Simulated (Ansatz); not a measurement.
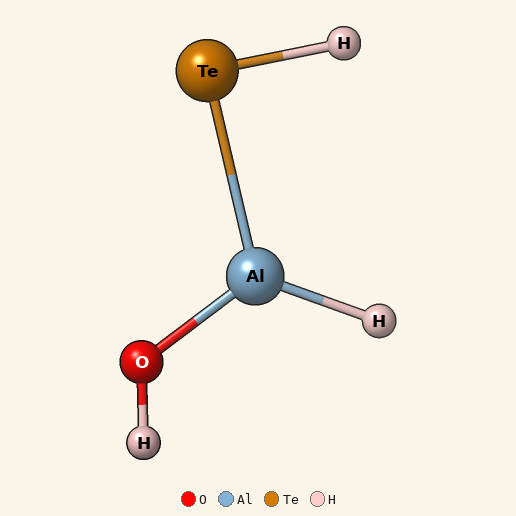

All atoms lie in one plane, which faces the viewer. The computed structure is the end point of a PBE-D4/def2-SVP optimisation. No frequency run is at hand to confirm it as a minimum.

Q: Which symmetry elements does this geometry have?

A: It has 1 mirror plane, so the point group is Cs. The group has 2 operations. The geometry is achiral, and symmetry allows a dipole moment.
